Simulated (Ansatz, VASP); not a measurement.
## Cross-check of K2CdSe2O6 between VASP and Ansatz

Wanted: the spread between two codes on one cell, functional and k mesh.

Main program and level: Ansatz 0.2.0; plane waves, with VASP 6.6.1 beside it; single point at PBE.

### Step 1. The starting structure

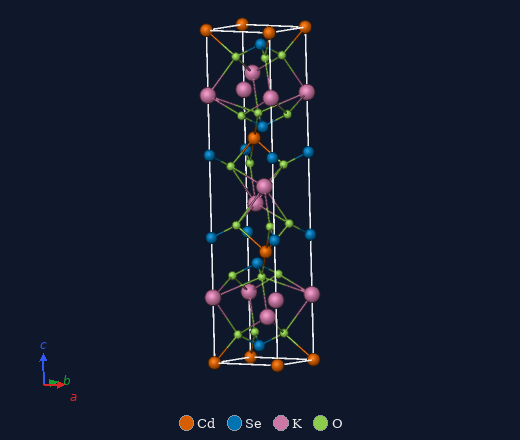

Start, viewed from a free direction; cadmium orange, selenium blue, potassium pink, oxygen green. This picture shows the conventional cell, with its axes. Bonds to atoms that aren't drawn are left out. Some periodic images of atoms are drawn too.

### Step 2. VASP: single point, PBE

A single point gives forces, pressure and levels at one fixed geometry, so differences don't come from the geometry; what else differs is listed under the comparison.

Lines of VASP's logs that name or quote its potential files are left out, and so is its time.

INCAR reads:

```
SYSTEM = K2CdSe2O6
PREC = Accurate
ENCUT = 520
EDIFF = 1E-06
NELM = 100
ISMEAR = -1
SIGMA = 0.05
LREAL = .FALSE.
ALGO = Normal
GGA = PE
NBANDS = 50
LORBIT = 11
LWAVE = .FALSE.
LCHARG = .FALSE.
KPAR = 4
ISIF = 2
```

POSCAR reads:

```
K2CdSe2O6
1.0
    2.8487500000      1.6447265794      6.3162000000
   -2.8487500000      1.6447265794      6.3162000000
    0.0000000000     -3.2894531587      6.3162000000
Cd Se K O
1 2 2 6
Direct
    0.0000000000      0.0000000000      0.0000000000
    0.3760333333      0.3760333333      0.3760333333
    0.6239666667      0.6239666667      0.6239666667
    0.1960733333      0.1960733333      0.1960733333
    0.8039266667      0.8039266667      0.8039266667
    0.2580400000      0.2580400000      0.7237400000
    0.7237400000      0.2580400000      0.2580400000
    0.2580400000      0.7237400000      0.2580400000
    0.2762600000      0.7419600000      0.7419600000
    0.7419600000      0.7419600000      0.2762600000
    0.7419600000      0.2762600000      0.7419600000
```

KPOINTS reads:

```
Automatic mesh
0
Gamma
6 6 6
0 0 0
```

PAW data sets: Cd, Se, K_sv and O (PBE family, release 64).

On the command line:

```sh
$ mpirun -np 4 vasp_std
```

Numbers of over 12 decimals in the logs are rounded to 6 here.

What it wrote:

```text
[banner, memory and clock lines left out]
running    4 mpi-ranks, on    1 nodes
 distrk:  each k-point on    1 cores,    4 groups
 distr:  one band on    1 cores,    1 groups

 POSCAR found type information on POSCAR CdSeK O
 POSCAR found :  4 types and      11 ions
 LDA part: xc-table for (Slater+PW92), standard interpolation
 POSCAR, INCAR and KPOINTS ok, starting setup
 FFT: planning ... GRIDC
 FFT: planning ... GRID_SOFT
 FFT: planning ... GRID
 WAVECAR not read
 entering main loop
       N       E                     dE             d eps       ncg     rms          rms(c)
DAV:   1     0.632361087425E+03    0.63236E+03   -0.40196E+04  3208   0.148E+03
DAV:   2    -0.115494870442E+02   -0.64391E+03   -0.62064E+03  3866   0.389E+02
DAV:   3    -0.629337045102E+02   -0.51384E+02   -0.50936E+02  4176   0.108E+02
DAV:   4    -0.647765588091E+02   -0.18429E+01   -0.18364E+01  4648   0.167E+01
DAV:   5    -0.648272476951E+02   -0.50689E-01   -0.50662E-01  4688   0.253E+00    0.279E+01
DAV:   6    -0.533559242443E+02    0.11471E+02   -0.47308E+01  4076   0.463E+01    0.139E+01
DAV:   7    -0.535249086302E+02   -0.16898E+00   -0.51182E+00  3824   0.108E+01    0.765E+00
DAV:   8    -0.534379333478E+02    0.86975E-01   -0.86686E-01  3812   0.459E+00    0.216E+00
DAV:   9    -0.533995391047E+02    0.38394E-01   -0.13219E-01  4000   0.201E+00    0.531E-01
DAV:  10    -0.534023260378E+02   -0.27869E-02   -0.26699E-02  3856   0.846E-01    0.168E-01
DAV:  11    -0.534027189085E+02   -0.39287E-03   -0.12719E-03  5048   0.192E-01    0.818E-02
DAV:  12    -0.534029481520E+02   -0.22924E-03   -0.40577E-04  3800   0.106E-01    0.229E-02
DAV:  13    -0.534029562809E+02   -0.81290E-05   -0.48687E-05  4072   0.351E-02    0.106E-02
DAV:  14    -0.534029610793E+02   -0.47984E-05   -0.80621E-06  3872   0.133E-02    0.460E-03
DAV:  15    -0.534029616912E+02   -0.61187E-06   -0.91443E-07  2856   0.473E-03
   1 F= -.53402962E+02 E0= -.53402962E+02  d E =-.152933E-10
```

OUTCAR, selected parts (step 2):

```text
ion  position               nearest neighbor table
   1  0.000  0.000  0.000-   7 2.32   8 2.32   9 2.32  11 2.32  10 2.32   6 2.32   4 3.72   5 3.72

  LATTYP: Found a trigonal (rhomboedric) cell.
 ALAT       =     7.1214383746
 COS(alpha) =     0.6799607595

 Subroutine GETGRP returns: Found 12 space group operations
 (whereof 12 operations were pure point group operations)

The static configuration has the point symmetry D_3d.

 Found     32 irreducible k-points:

   k-points           NKPTS =     32   k-points in BZ     NKDIM =     32   number of bands    NBANDS=     50

   dimension x,y,z NGX =    54 NGY =   54 NGZ =   54
   dimension x,y,z NGXF=   108 NGYF=  108 NGZF=  108

   ENCUT  =  520.0 eV  38.22 Ry    6.18 a.u.  13.24 13.24 13.24*2*pi/ulx,y,z

   NELECT =      78.0000    total number of electrons

 k-points in reciprocal lattice and weights: Automatic mesh
   0.00000000  0.00000000  0.00000000       0.005
   0.16666667 -0.00000000  0.00000000       0.028
   0.33333333 -0.00000000  0.00000000       0.028
   0.50000000 -0.00000000  0.00000000       0.014
   0.16666667  0.16666667  0.00000000       0.028
   0.33333333  0.16666667  0.00000000       0.056
   0.50000000  0.16666667  0.00000000       0.056
  -0.33333333  0.16666667  0.00000000       0.056
  -0.16666667  0.16666667  0.00000000       0.028
[...]
-0.33333333  0.50000000  0.33333333       0.028
   0.50000000  0.50000000  0.50000000       0.005

 average (electrostatic) potential at core
       1 -38.4684       2 -58.6554       3 -58.6554       4 -34.5378       5 -34.5378
       6 -73.2692       7 -73.2692       8 -73.2692       9 -73.2692      10 -73.2692
      11 -73.2692

 E-fermi :   1.9437

 k-point     1 :       0.0000    0.0000    0.0000
  band No.  band energies     occupation
    ...
     35       0.2042      2.00000
     36       0.3208      2.00000
     37       0.3208      2.00000
     38       0.3603      2.00000
     39       0.3749      2.00000
     40       4.5286      0.00000
     41       5.4475      0.00000
     42       5.4475      0.00000
     43       6.0937      0.00000
     44       6.6998      0.00000
    ...

 k-point     2 :       0.1667   -0.0000    0.0000
  band No.  band energies     occupation
    ...
     35       0.0197      2.00000
     36       0.1325      2.00000
     37       0.2435      2.00000
     38       0.3359      2.00000
     39       0.5000      2.00000
     40       4.8234      0.00000
     41       5.4435      0.00000
     42       5.4660      0.00000
     43       6.4053      0.00000
     44       6.8583      0.00000
    ...

 k-point     3 :       0.3333   -0.0000    0.0000
  band No.  band energies     occupation
    ...
     35      -0.0045      2.00000
     36       0.0694      2.00000
     37       0.1652      2.00000
     38       0.3359      2.00000
     39       0.6321      2.00000
     40       5.1558      0.00000
     41       5.4804      0.00000
     42       5.9754      0.00000
     43       6.8626      0.00000
     44       7.1542      0.00000
    ...

  Total        7.7696361      7.7696361      5.0657130      0.0000000      0.0000000      0.0000000
  in kB       70.1061453     70.1061453     45.7083968      0.0000000      0.0000000      0.0000000
  external PRESSURE =      61.9735625 kB  Pullay stress =       0.0000000 kB

  energy-cutoff  :      520.00
  volume of cell :      177.56
      direct lattice vectors                 reciprocal lattice vectors
     2.848750000  1.644726579  6.316200000     0.175515577  0.101333966  0.052774347
    -2.848750000  1.644726579  6.316200000    -0.175515577  0.101333966  0.052774347
     0.000000000 -3.289453159  6.316200000     0.000000000 -0.202667931  0.052774347

 POSITION                                       TOTAL-FORCE (eV/Angst)
 -----------------------------------------------------------------------------------
      0.00000      0.00000      0.00000        -0.000000     -0.000000     -0.000000
      0.00000      0.00000      7.12531         0.000000     -0.000000     -1.693589
      0.00000      0.00000     11.82329         0.000000      0.000000      1.693589
      0.00000      0.00000      3.71532         0.000000      0.000000      0.030792
      0.00000      0.00000     15.23328         0.000000     -0.000000     -0.030792
      0.00000     -1.53190      7.83095         0.000000     -1.047332      0.691629
      1.32666      0.76595      7.83095         0.907016      0.523666      0.691629
     -1.32666      0.76595      7.83095        -0.907016      0.523666      0.691629
     -1.32666     -0.76595     11.11765        -0.907016     -0.523666     -0.691629
      0.00000      1.53190     11.11765         0.000000      1.047332     -0.691629
      1.32666     -0.76595     11.11765         0.907016     -0.523666     -0.691629
 -----------------------------------------------------------------------------------
    total drift:                               -0.000000     -0.000000      0.000000

  FREE ENERGIE OF THE ION-ELECTRON SYSTEM (eV)
  ---------------------------------------------------
  free  energy   TOTEN  =       -53.4029616912 eV

  energy  without entropy=      -53.4029616912  energy(sigma->0) =      -53.40296169

 total charge
# of ion       s       p       d       tot
------------------------------------------
    1        0.298   0.244   9.665  10.207
    2        1.461   2.120   0.442   4.023
    3        1.461   2.120   0.442   4.023
    4        1.955   5.585   0.024   7.564
    5        1.955   5.585   0.024   7.564
    6        1.582   3.454   0.000   5.036
    7        1.582   3.454   0.000   5.036
    8        1.582   3.454   0.000   5.036
    9        1.582   3.454   0.000   5.036
   10        1.582   3.454   0.000   5.036
   11        1.582   3.454   0.000   5.036
--------------------------------------------------
tot         16.625  36.380  10.596  63.601

[... 3 further parts left out ...]
```

The run ends at a pressure of 6.20 GPa, with forces up to 1.7 eV/Å.

### Step 3. Ansatz: single point, PBE

Ansatz runs on its default PAW (the set named soft_2) files.

The same cell, functional, mesh and smearing now go to Ansatz, which takes its cutoff from its data sets.

input.yaml reads:

```yaml
crystal:
  lattice:
    - [2.84875, 1.6447265794, 6.3162]
    - [-2.84875, 1.6447265794, 6.3162]
    - [0.0, -3.2894531587, 6.3162]
  atoms:
    - { symbol: Cd, position: [0.0, 0.0, 0.0] }
    - { symbol: Se, position: [0.3760333333, 0.3760333333, 0.3760333333] }
    - { symbol: Se, position: [0.6239666667, 0.6239666667, 0.6239666667] }
    - { symbol: K, position: [0.1960733333, 0.1960733333, 0.1960733333] }
    - { symbol: K, position: [0.8039266667, 0.8039266667, 0.8039266667] }
    - { symbol: O, position: [0.25804, 0.25804, 0.72374] }
    - { symbol: O, position: [0.72374, 0.25804, 0.25804] }
    - { symbol: O, position: [0.25804, 0.72374, 0.25804] }
    - { symbol: O, position: [0.27626, 0.74196, 0.74196] }
    - { symbol: O, position: [0.74196, 0.74196, 0.27626] }
    - { symbol: O, position: [0.74196, 0.27626, 0.74196] }
hamiltonian:
  xc: pbe
  pseudopotentials: { kind: paw }
kpoints:
  mp_grid: { grid: [6, 6, 6] }
scf:
  occupations: { method: fermi_dirac, width: 0.05 }
  n_extra_bands: 6
output:
  forces: true
  stress: true
  eigenvalues: true
```

On the command line:

```sh
$ ansatz run input.yaml --threads 4 --pin off --max-ram 9216MiB --backend cpu --events-out ev --progress --plain --runs-dir out
```

What it wrote:

```text
scf.n_extra_bands = 6 over 53 filled bands (N_el = 106.0): the run solves 59 bands
Engine: ansatz 0.2.0, aarch64-unknown-linux-gnu
Pseudopotentials: kind: paw
Pseudopotential: Cd, paw, valence charge 20, recommended cutoff 420 eV (normal), Cd.paw.azcp
Pseudopotential: Se, paw, valence charge 16, recommended cutoff 420 eV (normal), Se.paw.azcp
Pseudopotential: K, paw, valence charge 9, recommended cutoff 420 eV (normal), K.paw.azcp
Pseudopotential: O, paw, valence charge 6, recommended cutoff 420 eV (normal), O.paw.azcp
Functional definition: PBE
  parameter kappa = 0.804
  parameter beta = 0.066725
  exchange = pbe_x(kappa = kappa, mu = beta*pi^2/3)
  correlation = pbe_c(beta = beta)
Crystal: 11 atoms, lattice volume = 177.564 Å³
Basis set: ecut = 420 eV, 3465 PW (Γ), exchange–correlation on 96×96×96 points (8 copies of the dense FFT grid, shifted against one another)
Bands: 59, of which v1, the nominal top of the filled ones, is band 53 counted from 1 (52 counted from 0)
Symmetry: 12 space group operations
Space group: R-3m (ITA 166), of the structure as read, at distance tolerance 5.6e-5 Å
k-points: 32 of 216
Non-local potential: Cd, projectors of the file, l = 0: 3, l = 1: 2, l = 2: 2, l = 3: 1
Non-local potential: Se, projectors of the file, l = 0: 2, l = 1: 2, l = 2: 3, l = 3: 1
Non-local potential: K, projectors of the file, l = 0: 3, l = 1: 2, l = 2: 2
Non-local potential: O, projectors of the file, l = 0: 2, l = 1: 2, l = 2: 1
PAW form: soft (Blöchl's): semilocal exchange-correlation on the pseudo side does not see the compensation charge
PAW one-centre angular grid: Cd, 590 points (default); XC on 64 Gauss nodes
PAW one-centre angular grid: Se, 590 points (default); XC on 64 Gauss nodes
PAW one-centre angular grid: K, 110 points (default); XC on 64 Gauss nodes
PAW one-centre angular grid: O, 110 points (default); XC on 64 Gauss nodes
Initial density: superposition of atomic densities (neutral atoms: chi_scale 0, normalization atom), corrected by the library's trained network
Initial wavefunctions: pseudopotential atomic-orbital guess
Functional: x = pbe(κ = 0.804, μ = 0.219515), c = pbe(β = 0.066725)
SCF iter   1: F=—  HF=-25671.833383 eV  |F-HF|=—  |Δ(HF+E_count)|=         —  Δρ=1.36e-3  dr2=1.40e-3  ethr=1.77e-3  ⟨swp⟩=7.2  Hψ=8128  notcnv=0
preconditioner: auto → Resta (q_TF=auto, 2.504 Å⁻¹)  ε∞=4.3  [insulator: Δε(μ)=3.841 eV  Ē_g=13.101 eV  σ=0.050 eV  W_gap=1.00  n_scr=46 (ndim 8)  ℏωp=24.0 eV  f_vac=0.079  D(μ)=0.00/eV (n_scr^D=0)  ε∞_Penn≈4.3]
SCF iter   2: F=—  HF=-25671.836425 eV  |F-HF|=—  |Δ(HF+E_count)|=   3.04e-3  Δρ=7.16e-4  dr2=4.39e-4  ethr=1.32e-6  ⟨swp⟩=2.3  Hψ=3988  notcnv=0  defer=7
SCF iter   3: F=—  HF=-25671.837428 eV  |F-HF|=—  |Δ(HF+E_count)|=   1.00e-3  Δρ=1.53e-4  dr2=4.07e-5  ethr=4.14e-7  ⟨swp⟩=2.0  Hψ=3023  notcnv=0  defer=7
SCF iter   4: F=—  HF=-25671.837564 eV  |F-HF|=—  |Δ(HF+E_count)|=   1.36e-4  Δρ=6.91e-5  dr2=8.99e-6  ethr=3.84e-8  ⟨swp⟩=2.0  Hψ=3407  notcnv=0  defer=7
SCF iter   5: F=—  HF=-25671.837568 eV  |F-HF|=—  |Δ(HF+E_count)|=   3.49e-6  Δρ=3.51e-5  dr2=2.29e-6  ethr=8.48e-9  ⟨swp⟩=2.0  Hψ=2955  notcnv=0  defer=7
SCF iter   6: F=—  HF=-25671.837569 eV  |F-HF|=—  |Δ(HF+E_count)|=   8.71e-7  Δρ=9.12e-6  dr2=1.23e-7  ethr=2.16e-9  ⟨swp⟩=2.0  Hψ=2952  notcnv=0  defer=7
SCF iter   7: F=-25671.837569 eV  HF=-25671.837569 eV  |F-HF|=5.15e-9  |Δ(HF+E_count)|=   9.62e-8  Δρ=3.00e-6  dr2=1.37e-8  ethr=9.43e-11  ⟨swp⟩=8.2  Hψ=8020  notcnv=0
SCF 1 converged in 7 iterations: F = -25671.837569 eV  dr2 = 1.37e-8
  greatest PAW one-centre occupation: 1.000 electrons in one spin orbital (limit 2), on the Cd atom at site 0 (counted from 0), in its partial waves of l = 1
SCF converged after 7 iterations
Free energy (F): -25671.837569 eV
Harris-Foulkes:  -25671.837569 eV  (|F-HF|=5.15e-9)
Internal energy: -25671.837569 eV  (E = F + TS)
E sigma→0 (E₀):  -25671.837569 eV
Fermi energy:    7.779661 eV
--- Per-component energies (eV) ---
  E_band       = -1584.974861
  E_kinetic    = 2303.252684
  E_local      = -13306.567648  (includes V_loc(G=0)·N_el)
  E_nonlocal   = -825.421513
  E_hartree    = 5976.041142
  E_xc         = -1097.630287
  E_vxc        = -1312.149814  (∫ρ·V_xc dr)
  E_paw        = -10430.766784  (= ΣΔE_a)
  E_vpaw       = -396.189488  (= ΣTr[D̂ρ^β])
  E_aug_tail   = 0.013704  (compensation charges beyond the density's cutoff)
  E_ewald      = -8290.758865
  E_smearing   = -0.000000  (= −TS)
  E_closure    = -0.000000  (closes the sum)
  Σ components = -25671.837569   (vs F -25671.837569, Δ=0.00e0)
--- Forces (eV/Å), atoms counted from 1 ---
  atom   1  Cd     0.00000000    -0.00000000     0.00000000
  atom   2  Se     0.00000000    -0.00000000    -1.38034253
  atom   3  Se     0.00000000     0.00000000     1.38034253
  atom   4  K      0.00000000     0.00000000     0.03175078
  atom   5  K     -0.00000000    -0.00000000    -0.03175078
  atom   6  O      0.00000000    -0.86953410     0.56341499
  atom   7  O      0.75303862     0.43476705     0.56341499
  atom   8  O     -0.75303862     0.43476705     0.56341499
  atom   9  O     -0.75303862    -0.43476705    -0.56341499
  atom  10  O      0.00000000     0.86953410    -0.56341499
  atom  11  O      0.75303862    -0.43476705    -0.56341499
  max |Σ_I F_I| component: 3.33e-16 eV/Å
--- Stress (GPa, compression-positive) ---
        5.972038       0.000000       0.000000
        0.000000       5.972038      -0.000000
        0.000000      -0.000000       3.967148
  P = ⅓ Tr σ = 5.3037 GPa (53.037 kbar)
--- Band table (eV; the first three rows and the last of 32) ---
  k-point 0: bands = [... 49 lower, 5.3808, 5.3808, 5.4074, 5.4239, 9.6100, 10.5253, 10.5253, 11.1876, ... 2 higher]
  k-point 1: bands = [... 49 lower, 5.1803, 5.2940, 5.3931, 5.5521, 9.8985, 10.5200, 10.5434, 11.4976, ... 2 higher]
  k-point 2: bands = [... 49 lower, 5.1164, 5.2181, 5.3943, 5.6849, 10.2238, 10.5553, 11.0502, 11.9541, ... 2 higher]
  k-point 31: bands = [... 49 lower, 5.2786, 5.2960, 5.3774, 5.5000, 9.9608, 10.5440, 10.7062, 10.7062, ... 2 higher]
```

Run time: 5.7 s. Hardware: 4 threads of Arm Neoverse V1, shared host; peak memory 0.74 GiB; 20 s of CPU time.

In the SCF lines HF is the Harris–Foulkes energy and dr2 the Hartree energy of the density residual, in eV; the loop may stop once dr2 is under the threshold and the program's other checks hold. Hψ counts applications of the Hamiltonian.

The run ends at a pressure of 5.30 GPa, with forces up to 1.4 eV/Å.

### Step 4. Differences

Known differences besides the PAW data sets themselves: the data sets hold 106 valence electrons in Ansatz (default PAW (the set named soft_2) files) and 78 in VASP; the cutoff is 420 eV in Ansatz and 520 eV in VASP; VASP leaves aspherical gradient terms in its spheres out (LASPH is not set), Ansatz keeps them. Total energies have different zeros and are not compared.

Compared:

| quantity | Ansatz | VASP | difference |
| --- | --- | --- | --- |
| pressure (GPa) | 5.30 | 6.20 | -0.89 |
| gap on the k mesh (eV) | 3.849 | 3.820 | +0.029 |

Forces on 10 of the 11 atoms, picked by the larger force of the two programs (eV/Å; atoms numbered as in POSCAR):

| atom | Ansatz x, y, z | VASP x, y, z |
| --- | --- | --- |
| Se2 | 0.000, 0.000, -1.380 | 0.000, 0.000, -1.694 |
| Se3 | 0.000, 0.000, 1.380 | 0.000, 0.000, 1.694 |
| K4 | 0.000, 0.000, 0.032 | 0.000, 0.000, 0.031 |
| K5 | 0.000, 0.000, -0.032 | 0.000, 0.000, -0.031 |
| O6 | 0.000, -0.870, 0.563 | 0.000, -1.047, 0.692 |
| O7 | 0.753, 0.435, 0.563 | 0.907, 0.524, 0.692 |
| O8 | -0.753, 0.435, 0.563 | -0.907, 0.524, 0.692 |
| O9 | -0.753, -0.435, -0.563 | -0.907, -0.524, -0.692 |
| O10 | 0.000, 0.870, -0.563 | 0.000, 1.047, -0.692 |
| O11 | 0.753, -0.435, -0.563 | 0.907, -0.524, -0.692 |

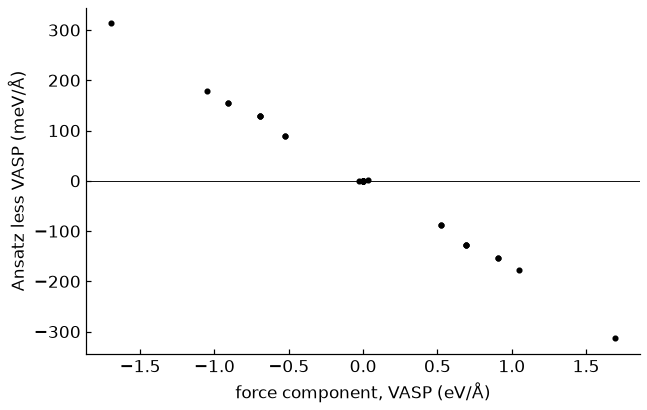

Difference of the force components against their size.

The forces differ by 121 meV/Å r.m.s., which is 17.9 % of the r.m.s. force of 0.68 eV/Å (both taken over all components). Ansatz's pressure holds a Pulay correction of 0.42 GPa; VASP's holds none.

### Step 5. Further runs

The difference is large enough to ask for its cause, so further runs change the set-up of one program at a time, as the table lists.

| run | r.m.s. force difference (% of the r.m.s. force) |
| --- | --- |
| as above | 18 |
| Ansatz's larger PAW set (cutoff 900 eV) | 19 |
| norm-conserving potentials (cutoff 1240 eV) | 23 |

### Step 6. Outcome

```json
{"r.m.s. force difference (single point, PBE)": "18 % of the r.m.s. force", "difference in pressure (single point, PBE)": "-0.89 GPa"}
```

In words: The r.m.s. force difference is 18 % of the r.m.s. force (single point, PBE), beyond the 3 % picked in this series as the mark of a large difference. For single point, PBE: no further run halves the r.m.s. force difference; only Ansatz's side was varied, and Ansatz's runs with other potentials lie closer to each other than to VASP, which for this quantity points to VASP's side; this was not tested here. Differences of this kind measure data sets and numerical settings, not the functional's error against experiment.

[Lines on the potential files, build, host, timing and source positions are cut from VASP's logs without a mark.]

[Logs are printed without paths, hosts, clocks, repeated set-up lines and the standing remarks that a program may print on its own settings, such as how far it seeks lower states.]

[Hosts, paths, dates, database ids (printed as entryN), source tags and the programs' standing remarks are cut or masked in the printed files.]
